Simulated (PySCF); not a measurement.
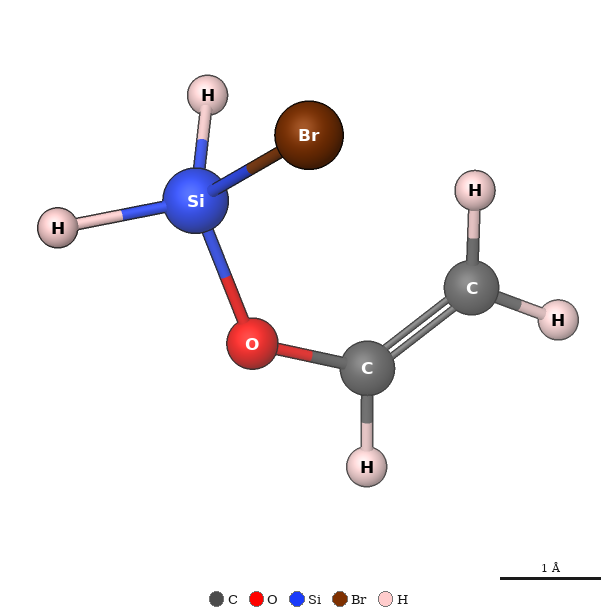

Atoms fade into the background with distance from the viewer. The computed structure is the end point of a PBE0-D3(BJ)/def2-SVP optimisation. No frequency run is at hand to confirm it as a minimum. Masses are those of the most abundant isotopes; constants are for the rigid equilibrium geometry.

> What kind of rotor is it, and what are its rotational constants in cm⁻¹?

An asymmetric top (C1): A = 0.159, B = 0.0452, C = 0.0378 cm⁻¹. Ray's parameter κ is −0.88, close to the prolate limit.
